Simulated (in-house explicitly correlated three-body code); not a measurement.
Two electrons around a point charge Z = 4.1. Computed variationally in 260 exponentially correlated functions with an in-house code, non-relativistic, converged to about 10⁻⁷ hartree. Wanted, and plotted below: the bound S and P states that converged, by term and principal number n, on a logarithmic scale of binding.

The ground state is bound by 163.2 eV. The n = 2 states drawn run, from the deepest, 2 ³S (37.5 eV), 2 ¹S (34.4 eV), 2 ³P (34.1 eV), 2 ¹P (32.3 eV). Exchange puts 2 ³S below 2 ¹S by 3.17 eV and 2 ³P below 2 ¹P by 1.83 eV. Quantum defects n − (Z − 1)/√(2 E(binding)): 2 ³S 0.134, 2 ¹S 0.050, 2 ³P 0.042, 2 ¹P −0.013.

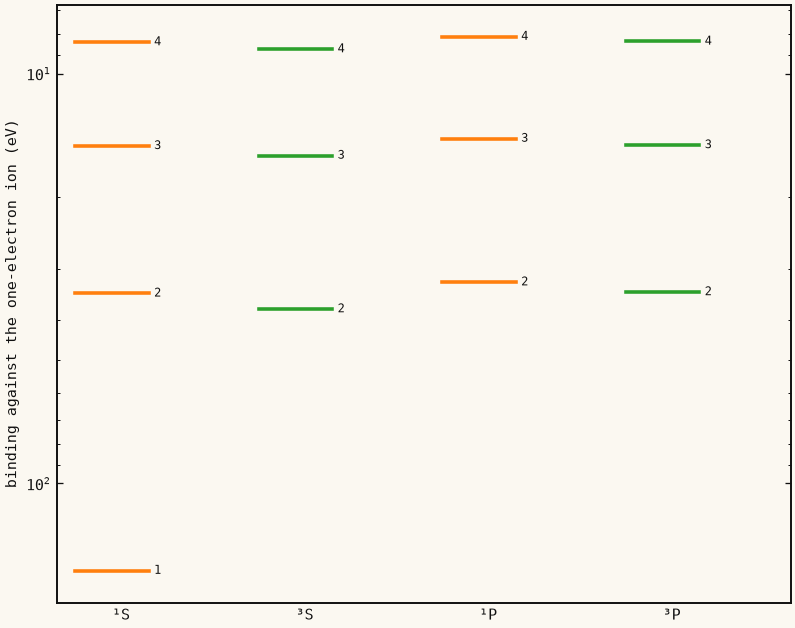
